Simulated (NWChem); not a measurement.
# UMPW1B95-D3(BJ)/DGauss-DZVP run of SiNH5 (Si(NH2)H3)

Aim: the energy difference between two shapes of SiNH5 (Si(NH2)H3) at UMPW1B95-D3(BJ)/DGauss-DZVP, from 2 runs. 

Program for the calculation: NWChem 7.3.0.

2 further runs of the same task are left out: 2 set aside as unsound or not needed.

## Step 1: Starting point

SiNH5: 7 atoms, total charge 0, spin state singlet. SMILES: `[H][Si]([H])([H])N`. The coordinates come from a GFN2-xTB relaxation.

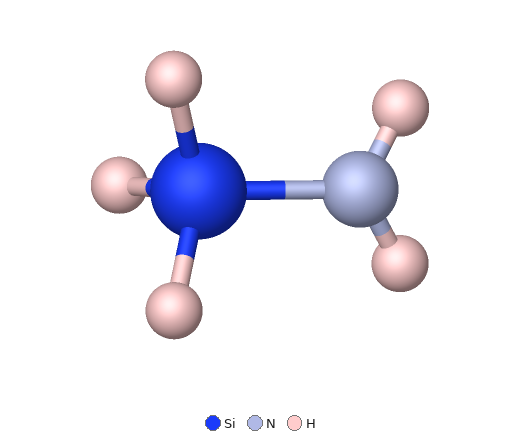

The structure, seen from a chosen angle (silicon blue, nitrogen light blue, hydrogen pink).

## Step 2: Energy and gradient at UMPW1B95-D3(BJ)/DGauss-DZVP

The input, work.nw:

```
start work
title "Si(NH2)H3"
memory stack 880 mb heap 220 mb global 1100 mb
geometry units angstroms noautosym nocenter noautoz
 Si    -0.000690     0.002380    -0.682990
 N      0.090660     0.178690     1.028560
 H      0.707680    -0.428190     1.543790
 H     -0.763660     0.307400     1.545850
 H      1.387750    -0.009920    -1.135540
 H     -0.747920     1.169350    -1.146100
 H     -0.673820    -1.219710    -1.153570
end
basis "ao basis" spherical bse
 * library DGauss-DZVP
end
dft
 xc mpw1b95
 odft
 disp vdw 4
 grid coarse
 mulliken
end
task dft gradient
```

On the command line:

```sh
$ nwchem work.nw > work.out
```

The program printed:

```text
[...]
          Wavefunction type:  spin polarized.
          No. of atoms     :     7
          No. of electrons :    26
[...]
          Charge           :     0
          Spin multiplicity:     1
[...]
          AO basis - number of functions:    42
[...]
              XC Information
              --------------
                      MPW1B95 Method XC Functional
                     Hartree-Fock (Exact) Exchange  0.310
                        mPW91  Exchange Functional  0.690
                         B95 Correlation Potential  1.000
[...]
 d= 0,ls=0.0,diis     1   -347.1825854933 -4.12D+02  7.17D-03  6.36D-02     0.7
[...]
 d= 0,ls=0.0,diis     6   -347.2145900709 -4.44D-07  4.32D-06  3.33D-08     2.6
[...]
         Total DFT energy =     -347.214590070928
      One electron energy =     -607.965222923787
           Coulomb energy =      225.243679339231
    Exchange-Corr. energy =      -29.658566070274
 Nuclear repulsion energy =       65.167409407976
    Dispersion correction =       -0.001889824074
[...]
      Total Density - Mulliken Population Analysis
     ---------------------------------------------
    Atom       Charge   Shell Charges
 -----------   ------   -------------------------------------------------------
    1 Si  14    13.63   2.00  2.00  0.86  0.33  5.99  2.10  0.14  0.22
    2 N    7     7.97   2.00  0.84  0.76  3.05  1.30  0.02
    3 H    1     0.63   0.54  0.09
    4 H    1     0.63   0.54  0.09
    5 H    1     1.04   0.57  0.47
    6 H    1     1.04   0.57  0.47
    7 H    1     1.06   0.57  0.49
[...]
      <S2> =     -0.0000 (Exact =     0.0000)
[...]
  wavefunction    = open shell
                         DFT ENERGY GRADIENTS
    atom               coordinates                        gradient
                 x          y          z           x          y          z
   1 Si     -0.001304   0.004498  -1.290664    0.000229  -0.000298  -0.009649
   2 N       0.171323   0.337675   1.943697   -0.000574  -0.000493  -0.004269
   3 H       1.337321  -0.809162   2.917340   -0.001975   0.001699  -0.001283
   4 H      -1.443108   0.580902   2.921233    0.002669  -0.000851  -0.001616
   5 H       2.622467  -0.018746  -2.145859   -0.006390   0.000117   0.006042
   6 H      -1.413364   2.209751  -2.165815    0.003434  -0.004935   0.006255
   7 H      -1.273335  -2.304918  -2.179931    0.002607   0.004762   0.004520
[...]
```

It took 4.2 s on 1 thread of INTEL XEON PLATINUM 8581C at 2.10GHz (Emerald Rapids), shared host; peak memory 0.12 GiB.

## Step 3: The distorted shape

The input, mol.xyz:

```xyz
7
H5NSi MPW1B95
Si    -0.019764     0.038851    -0.752276
N      0.040707     0.166629     1.038582
H      0.674156    -0.413215     1.466757
H     -0.768644     0.306039     1.497717
H      1.388388    -0.047564    -1.182058
H     -0.674621     1.169997    -1.213506
H     -0.617644    -1.259952    -1.135502
```

The input, run.py:

```python
from ase.io import read
from ase.calculators.nwchem import NWChem

atoms = read('mol.xyz')

calc = NWChem(
    label='mol',
    theory='dft',
    memory='2200 mb',
    basis='DGauss-DZVP',
    basispar='spherical bse',
    dft={'xc': 'mpw1b95', 'mult': '1', 'odft': None, 'disp': 'vdw 4', 'grid': 'coarse', 'mulliken': None},
)
atoms.calc = calc

forces = atoms.get_forces()
print("Total energy (eV):", round(atoms.get_potential_energy(), 6))
print("forces (eV/A):")
for s, f in zip(atoms.symbols, forces):
    print(f"{s:2s} {f[0]:10.5f} {f[1]:10.5f} {f[2]:10.5f}")
```

On the command line:

```sh
$ export ASE_NWCHEM_COMMAND="nwchem PREFIX.nwi > PREFIX.nwo"
$ python run.py
```

The program printed:

```text
Total energy (eV): -9447.806104
forces (eV/A):
Si    1.30278   -1.86055    2.80585
N     1.72557    1.26154   -4.94881
H     1.51603   -1.60992    1.47535
H    -3.24185    0.39734    2.14785
H     0.10403    0.15992   -0.15658
H    -1.10244    1.58673   -0.92776
H    -0.30411    0.06495   -0.39585
```

The calculator wrote mol.nwi:

```
title "mol"

permanent_dir mol

scratch_dir mol

start mol

geometry units angstrom nocenter noautosym noautoz
  Si -1.9764000000000000e-02 3.8850999999999997e-02 -7.5227599999999994e-01
  N  4.0707000000000000e-02 1.6662900000000000e-01 1.0385819999999999e+00
  H  6.7415599999999998e-01 -4.1321500000000000e-01 1.4667570000000001e+00
  H  -7.6864399999999999e-01 3.0603900000000001e-01 1.4977170000000000e+00
  H  1.3883880000000000e+00 -4.7564000000000002e-02 -1.1820580000000001e+00
  H  -6.7462100000000003e-01 1.1699970000000000e+00 -1.2135060000000000e+00
  H  -6.1764399999999997e-01 -1.2599520000000000e+00 -1.1355020000000000e+00
end

memory 2200 mb

basis spherical bse noprint
   * library DGauss-DZVP
end

dft
  xc mpw1b95
  mult 1
  odft
  disp vdw 4
  grid coarse
  mulliken
end

task dft gradient
```

mol.nwo, cut to the lines that bear on the results:

```text
[...]
      One electron energy =     -606.629699377648
[... 1 line left out ...]
    Exchange-Corr. energy =      -29.697559257623
[... 8 lines left out ...]
                    DFT Final Alpha Molecular Orbital Analysis
[... 712 lines left out ...]
          Convergence on energy requested:  1.00D-06
[...]
  wavefunction    = open shell
                         DFT ENERGY GRADIENTS
    atom               coordinates                        gradient
                 x          y          z           x          y          z
   1 Si     -0.037349   0.073418  -1.421596   -0.025335   0.036182  -0.054565
   2 N       0.076925   0.314883   1.962635   -0.033557  -0.024533   0.096239
   3 H       1.273970  -0.780863   2.771769   -0.029482   0.031308  -0.028691
   4 H      -1.452527   0.578330   2.830275    0.063044  -0.007727  -0.041769
   5 H       2.623673  -0.089883  -2.233766   -0.002023  -0.003110   0.003045
   6 H      -1.274849   2.210974  -2.293194    0.021439  -0.030857   0.018042
   7 H      -1.167178  -2.380964  -2.145788    0.005914  -0.001263   0.007698
[...]
```

Run time: 4.2 s. Hardware: 1 thread of INTEL XEON PLATINUM 8581C at 2.10GHz (Emerald Rapids), shared host; peak memory 0.12 GiB.

## Step 4: What came out

Level: UMPW1B95-D3(BJ)/DGauss-DZVP.

| quantity | value |
| --- | --- |
| first shape: total energy | -347.21459 Eh |
| first shape: dipole moment | 1.23 D |
| first shape: HOMO energy | -7.51 eV |
| first shape: LUMO energy | 0.77 eV |
| first shape: HOMO–LUMO gap | 8.28 eV |
| first shape: dispersion energy | -4.96 kJ/mol |
| first shape: largest force on an atom | 0.497 eV/Å |
| distorted shape: total energy | -347.20047 Eh |
| distorted shape: dipole moment | 0.80 D |
| distorted shape: HOMO energy | -7.25 eV |
| distorted shape: LUMO energy | 0.72 eV |
| distorted shape: HOMO–LUMO gap | 7.97 eV |
| distorted shape: dispersion energy | -4.96 kJ/mol |
| distorted shape: largest force on an atom | 5.391 eV/Å |
| energy change with the atoms displaced | 0.384 eV |

What this shows: With the atoms displaced the energy rises by 0.38 eV (8.9 kcal/mol). The first shape isn't relaxed at this level, so the change isn't measured from a minimum. The largest force (first shape) is 0.50 eV/Å: the shape isn't a stationary point for this species at this level. Mulliken charges (first shape) run from -0.97 on N2 to +0.37 on Si1. Mulliken charges (distorted shape) run from -1.00 on N2 to +0.37 on Si1; they depend strongly on the basis.
